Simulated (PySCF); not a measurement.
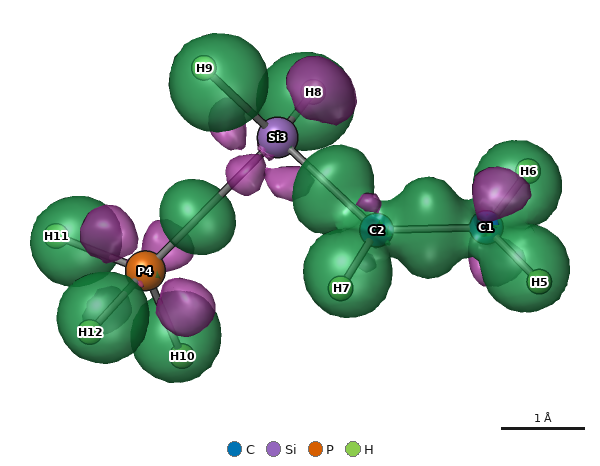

Figure 1: C2H8PSi, charge +1, SMILES `C=C[SiH2][PH3+]`. Deformation density (molecule less spherical, spin-averaged free atoms at the same positions), surfaces at ±0.11 e/Å³; green: gain, purple: loss.

Computed with PySCF, ωB97X/cc-pVTZ, geometry: GFN2-xTB. No frequency check shows the geometry to be a minimum. GFN2-xTB bond lengths at metals and heavier atoms can be off by up to 0.1 Å and shapes distorted, which carries into these values.

Q: Describe the bonding that the map shows.

A: The five largest and four smallest: C1–H5: +0.87 e/Å³ at the bond critical point (bond length 1.08 Å, Mayer order 0.9). C1–H6: +0.86 e/Å³ at the bond critical point (bond length 1.08 Å, Mayer order 1.0). C2–H7: +0.79 e/Å³ at the bond critical point (bond length 1.09 Å, Mayer order 0.9). C1–C2: +0.79 e/Å³ at the bond critical point (bond length 1.33 Å, Mayer order 1.8). P4–H10: +0.30 e/Å³ at the bond critical point (bond length 1.38 Å, Mayer order 1.0). Si3–H8: +0.26 e/Å³ at the bond critical point (bond length 1.46 Å, Mayer order 1.0). Si3–H9: +0.26 e/Å³ at the bond critical point (bond length 1.46 Å, Mayer order 1.0). C2–Si3: +0.22 e/Å³ at the bond critical point (bond length 1.88 Å, Mayer order 1.1). Si3–P4: +0.01 e/Å³ at the bond critical point (bond length 2.39 Å, Mayer order 0.7). In all, 2.8 electrons gather in the regions of gain relative to the promolecule of neutral atoms (the regions of loss give up this much and the cation's charge besides). A small or negative value marks a very polar bond, one between electron-rich atoms, whose free-atom densities already overlap strongly, a long bond to a heavier atom, or a closed-shell contact such as a hydrogen bond.

Q: Where do the Hirshfeld charges lie?

A: The highest Hirshfeld charge is on Si3 (+0.44 e), the lowest on C2 (−0.15 e).
